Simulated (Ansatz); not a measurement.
# Run report: CuN3H9F3 (charge −1), geometry relaxation (part 2 of 2)

CuN3H9F3, charge −1, multiplicity 2; UKS B3LYP-D4/def2-SVPD (Ansatz 0.2.0). The geometry: GFN1-xTB start.

Geometry of the input (Å):
```
Cu 0.2498  -0.0845  -0.0905
F  -0.1168  0.2387  1.8029
F  -0.1885  -0.7199  -1.8781
F  2.1872  0.0796  -0.1756
N  -2.0135  0.1951  -0.1142
N  0.5649  2.3645  0.0444
N  0.8599  -2.4228  0.1024
H  -2.3222  -0.4562  -0.8122
H  -2.3422  1.1225  -0.3074
H  -2.2668  -0.0943  0.8126
H  0.3040  3.2664  -0.3175
H  1.5474  2.1915  -0.0990
H  0.3863  2.3061  1.0341
H  0.6443  -2.6327  -0.8579
H  0.6804  -3.2116  0.6994
H  1.8255  -2.1423  0.1566
```

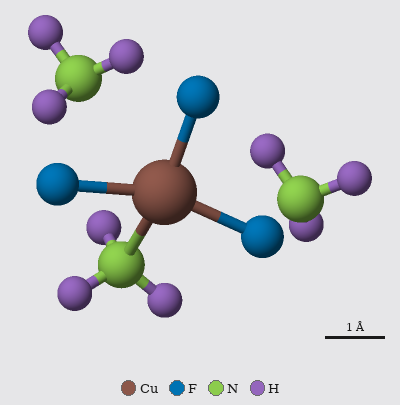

**Figure 1.** The geometry at step 13 of the log (ball-and-stick view, seen at a tilt).

Log, continued
```
relax step  36: F+E_penalty+E_count = -57400.68891673 eV  Δ(F+E_penalty+E_count) = -5.506e-5 eV  max|allowed force component| = 2.425e-2 eV/Å  Δτ_max = 0.0415 Å  (33 SCF iters, accepted)
these checks for a lower state are left out or cut short: stability, starts, cluster_reference, orbital_swaps, neighbouring_geometries, increment
2109 factors; their error is unknown
mean field -57400.21501856 eV, -2109.4189946691 hartree, gradient 1.3e-6 eV, S^2 0.751903; 0 other end points of the search recorded, 0 dependent functions left out
the calculation of the forces begins
reference -57400.21536483 eV, -2109.4190073941 hartree; 44, 43 occupied and 191, 192 virtual orbitals, 2109 factors
relax step  37: F+E_penalty+E_count = -57400.68893418 eV  Δ(F+E_penalty+E_count) = -1.745e-5 eV  max|allowed force component| = 1.671e-2 eV/Å  Δτ_max = 0.0132 Å  (37 SCF iters, accepted)
Total energy: -57400.68928044 eV, -2109.4364234716 hartree
Atom 0 at    -0.591748    -0.325535     0.938643 Å, force    -0.002735     0.008487     0.003477 eV/Å
Atom 1 at    -0.920435     1.173886     2.059148 Å, force     0.001119    -0.007122    -0.004197 eV/Å
Atom 2 at    -1.001523    -2.025397     0.246754 Å, force    -0.000497    -0.001025    -0.000245 eV/Å
Atom 3 at     1.308623    -0.386644     1.071198 Å, force     0.000808    -0.000569    -0.000324 eV/Å
Atom 4 at    -1.948854     0.570472    -0.386615 Å, force    -0.004267     0.001082     0.001143 eV/Å
Atom 5 at     0.577877     2.246534    -0.187986 Å, force    -0.004151    -0.002301    -0.000889 eV/Å
Atom 6 at     1.784252    -2.841471    -0.518635 Å, force     0.001707     0.012140    -0.009135 eV/Å
Atom 7 at    -2.345119    -0.081327    -1.055941 Å, force     0.000761     0.001979     0.004004 eV/Å
Atom 8 at    -1.337304     1.264614    -0.826856 Å, force     0.000970    -0.000442     0.001469 eV/Å
Atom 9 at    -2.664432     1.045240     0.155020 Å, force     0.003822    -0.003424    -0.005112 eV/Å
Atom 10 at     1.174684     3.058057    -0.326165 Å, force     0.004673     0.001349    -0.001444 eV/Å
Atom 11 at     1.188145     1.437411    -0.025294 Å, force     0.002977     0.000412    -0.001522 eV/Å
Atom 12 at     0.102172     2.349092     0.715190 Å, force    -0.003487     0.001236     0.003532 eV/Å
Atom 13 at     0.766526    -2.931535    -0.434620 Å, force     0.000388    -0.002057    -0.001763 eV/Å
Atom 14 at     1.951479    -2.545819    -1.480632 Å, force    -0.003369    -0.004205     0.016707 eV/Å
Atom 15 at     1.955648    -2.007577     0.056790 Å, force     0.001281    -0.005541    -0.005701 eV/Å
Dipole moment:    -0.850818     0.948849    -0.673681 e Å
Checks for a lower state left out: stability, starts, cluster_reference, orbital_swaps, neighbouring_geometries, increment
```

Trajectory as extended XYZ (Å, eV, eV/Å), 7 of the 37 frames kept, from step=1 to step=37
```
16
Properties=species:S:1:pos:R:3:forces:R:3 step=1 energy=-57400.09872
Cu    0.2498   -0.0845   -0.0905   -0.7777   0.0050   0.0135
F    -0.1168    0.2387    1.8029    0.2364   0.0400  -0.0064
F    -0.1885   -0.7199   -1.8781    0.2299   0.0565  -0.0393
F     2.1872    0.0796   -0.1756   -0.0188  -0.0384   0.0243
N    -2.0135    0.1951   -0.1142    0.6135  -0.2556   0.0445
N     0.5649    2.3645    0.0444   -0.2913   0.0661  -0.2775
N     0.8599   -2.4228    0.1024   -0.2745   0.0476   0.1944
H    -2.3222   -0.4562   -0.8122   -0.0752  -0.2928  -0.4847
H    -2.3422    1.1225   -0.3074   -0.0461   0.4684  -0.1055
H    -2.2668   -0.0943    0.8126   -0.0452  -0.0539   0.5676
H     0.3040    3.2664   -0.3175   -0.0427   0.4180  -0.0965
H     1.5474    2.1915   -0.0990    0.4726  -0.2672  -0.1803
H     0.3863    2.3061    1.0341   -0.1895  -0.1437   0.4794
H     0.6443   -2.6327   -0.8579   -0.2044  -0.0094  -0.4758
H     0.6804   -3.2116    0.6994   -0.0384  -0.3606   0.2455
H     1.8255   -2.1423    0.1566    0.4515   0.3202   0.0968
16
Properties=species:S:1:pos:R:3:forces:R:3 step=7 energy=-57400.52698
Cu    0.0246   -0.1521   -0.0109   -0.1151   0.1349  -0.1773
F    -0.1806    0.5740    1.7363   -0.0002   0.0271   0.2317
F    -0.2346   -0.9753   -1.7155   -0.0031  -0.1305  -0.0824
F     1.8963    0.0049   -0.1139    0.1398  -0.0336   0.0246
N    -2.0048    0.1927   -0.1251   -0.0746  -0.0962   0.0448
N     0.4737    2.7218   -0.0308    0.1413   0.1271   0.0657
N     0.9486   -2.7692    0.1933   -0.0131  -0.0746  -0.0157
H    -2.3773   -0.4697   -0.7991   -0.0095   0.0272  -0.0152
H    -2.1509    1.1513   -0.4288    0.0784   0.0010  -0.0010
H    -2.3612    0.0640    0.8169   -0.0374   0.0293   0.0014
H     0.8739    3.6485    0.1229   -0.0672  -0.1043  -0.0207
H     1.2398    2.1220   -0.3572   -0.0626   0.0266   0.0088
H     0.2424    2.3222    0.8877   -0.0089   0.0047  -0.0714
H     0.5838   -2.6271   -0.7530    0.0252  -0.0245   0.0563
H     1.3148   -3.7142    0.2896   -0.0016   0.1108  -0.0514
H     1.7115   -2.0938    0.2877    0.0086  -0.0251   0.0018
16
Properties=species:S:1:pos:R:3:forces:R:3 step=13 energy=-57400.61531
Cu   -0.1736   -0.2154    0.1919   -0.0154   0.0577  -0.0479
F    -0.3712    0.7116    1.8578   -0.0048  -0.0278  -0.0059
F    -0.5274   -1.4016   -1.2604   -0.0040  -0.0028   0.0312
F     1.7046   -0.1935    0.1241    0.0190  -0.0056  -0.0006
N    -2.0647    0.5065   -0.1852   -0.0255   0.0474   0.0278
N     0.4165    2.6770   -0.0800   -0.0280  -0.0363   0.0048
N     1.3589   -3.1432    0.1425    0.0262  -0.0158  -0.1138
H    -2.5017   -0.0913   -0.8805    0.0005   0.0116   0.0067
H    -1.8975    1.4484   -0.5373    0.0098  -0.0244   0.0124
H    -2.5700    0.5472    0.6950   -0.0021   0.0189  -0.0415
H     0.8137    3.6051    0.0474    0.0055  -0.0215   0.0013
H     1.1775    2.0563   -0.3702   -0.0221   0.0274   0.0136
H     0.1513    2.3098    0.8434    0.0170   0.0225  -0.0118
H     0.6298   -2.8737   -0.5304    0.0473  -0.0210   0.0887
H     2.0329   -3.6985   -0.3841    0.0011  -0.0078   0.0198
H     1.8206   -2.2446    0.3257   -0.0248  -0.0227   0.0152
16
Properties=species:S:1:pos:R:3:forces:R:3 step=19 energy=-57400.66314
Cu   -0.3697   -0.3058    0.4300   -0.0229   0.0109  -0.0009
F    -0.5608    0.8212    1.9594    0.0025  -0.0050  -0.0057
F    -0.8319   -1.7926   -0.6405    0.0195   0.0111   0.0248
F     1.5186   -0.2946    0.2920   -0.0034  -0.0095   0.0094
N    -2.0426    0.7117   -0.2960   -0.0310   0.0725   0.0458
N     0.3561    2.6035   -0.0829    0.1034   0.0414   0.0178
N     1.7357   -3.2705   -0.0335   -0.1771   0.0315  -0.2053
H    -2.5468    0.1688   -0.9906    0.0262   0.0383  -0.0011
H    -1.6207    1.5655   -0.6783   -0.0620  -0.1210   0.0628
H    -2.6242    0.9479    0.5054    0.0755  -0.0079  -0.0975
H     0.8169    3.5110   -0.0295   -0.0383  -0.0686  -0.0086
H     1.0800    1.9129   -0.3077   -0.0434   0.0155   0.0066
H     0.0742    2.3318    0.8685   -0.0200   0.0000  -0.0333
H     0.7558   -3.1346   -0.3327    0.3183  -0.0356   0.0532
H     2.2603   -3.4632   -0.8919   -0.1335   0.0369   0.1429
H     1.9992   -2.3129    0.2283   -0.0137  -0.0104  -0.0110
16
Properties=species:S:1:pos:R:3:forces:R:3 step=25 energy=-57400.68148
Cu   -0.5012   -0.3101    0.6939   -0.0338   0.0280   0.0059
F    -0.7676    1.0095    2.0440    0.0008  -0.0248  -0.0265
F    -0.9134   -1.9020   -0.2242    0.0004   0.0019   0.0108
F     1.3976   -0.3467    0.6946    0.0053   0.0006   0.0018
N    -2.0385    0.6849   -0.3272   -0.0012   0.0404  -0.0154
N     0.4610    2.4339   -0.1500    0.0825  -0.0520   0.0570
N     1.8287   -3.1322   -0.2693   -0.0720   0.0627  -0.0527
H    -2.4859    0.1139   -1.0378    0.0021  -0.0022   0.0390
H    -1.5090    1.4635   -0.7327   -0.0232  -0.0258   0.0424
H    -2.7024    1.0438    0.3543    0.0510  -0.0236  -0.0532
H     1.0014    3.2949   -0.2151   -0.0208  -0.0687  -0.0010
H     1.1251    1.6480   -0.1721   -0.0834   0.1191   0.0075
H     0.0728    2.3711    0.8002    0.0251  -0.0048  -0.0637
H     0.8083   -3.0800   -0.3794    0.0757  -0.0258  -0.0008
H     2.2018   -3.0830   -1.2186   -0.0233  -0.0105   0.0413
H     2.0214   -2.2094    0.1396    0.0150  -0.0144   0.0077
16
Properties=species:S:1:pos:R:3:forces:R:3 step=31 energy=-57400.68771
Cu   -0.5739   -0.3215    0.8770    0.0020  -0.0175   0.0077
F    -0.8843    1.1333    2.0603   -0.0050   0.0087  -0.0084
F    -0.9886   -1.9969    0.1277    0.0039   0.0047  -0.0004
F     1.3265   -0.3865    0.9817   -0.0030   0.0076  -0.0016
N    -1.9763    0.6114   -0.3702   -0.0076  -0.0013   0.0244
N     0.5463    2.2984   -0.1871    0.0049  -0.0422   0.0480
N     1.8144   -2.9282   -0.4578   -0.0355   0.0441  -0.0420
H    -2.3921   -0.0196   -1.0475    0.0055   0.0120   0.0027
H    -1.3820    1.3240   -0.8040   -0.0104  -0.0016  -0.0182
H    -2.6734    1.0617    0.2154    0.0123  -0.0109  -0.0190
H     1.1381    3.1189   -0.2935   -0.0188  -0.0110   0.0055
H     1.1656    1.4876   -0.0630   -0.0354   0.0470  -0.0004
H     0.0738    2.3587    0.7235    0.0585   0.0017  -0.0369
H     0.7902   -2.9846   -0.4165    0.0535   0.0022  -0.0096
H     2.0319   -2.6880   -1.4269   -0.0195  -0.0118   0.0840
H     1.9837   -2.0687    0.0811   -0.0054  -0.0315  -0.0359
16
Properties=species:S:1:pos:R:3:forces:R:3 step=37 energy=-57400.68893
Cu   -0.5917   -0.3255    0.9386   -0.0027   0.0085   0.0035
F    -0.9204    1.1739    2.0591    0.0011  -0.0071  -0.0042
F    -1.0015   -2.0254    0.2468   -0.0005  -0.0010  -0.0002
F     1.3086   -0.3866    1.0712    0.0008  -0.0006  -0.0003
N    -1.9489    0.5705   -0.3866   -0.0043   0.0011   0.0011
N     0.5779    2.2465   -0.1880   -0.0042  -0.0023  -0.0009
N     1.7843   -2.8415   -0.5186    0.0017   0.0121  -0.0091
H    -2.3451   -0.0813   -1.0559    0.0008   0.0020   0.0040
H    -1.3373    1.2646   -0.8269    0.0010  -0.0004   0.0015
H    -2.6644    1.0452    0.1550    0.0038  -0.0034  -0.0051
H     1.1747    3.0581   -0.3262    0.0047   0.0013  -0.0014
H     1.1881    1.4374   -0.0253    0.0030   0.0004  -0.0015
H     0.1022    2.3491    0.7152   -0.0035   0.0012   0.0035
H     0.7665   -2.9315   -0.4346    0.0004  -0.0021  -0.0018
H     1.9515   -2.5458   -1.4806   -0.0034  -0.0042   0.0167
H     1.9556   -2.0076    0.0568    0.0013  -0.0055  -0.0057
```

Results in brief

- outcome: converged
- total energy: −57400.6893 eV
- mean-field energy: −57400.2154 eV
- dispersion energy: −0.4739 eV
- ⟨S²⟩: 0.752
- HOMO (either spin): −2.82 eV
- LUMO (either spin): 1.08 eV
- largest force (length of the vector) at the end: 0.018 eV/Å
- hardware: 4 threads of Arm Neoverse V2, 23 GiB of memory available, shared host
- wall time: 7.8 min (CPU time 29 min)
- peak memory: 1.1 GiB
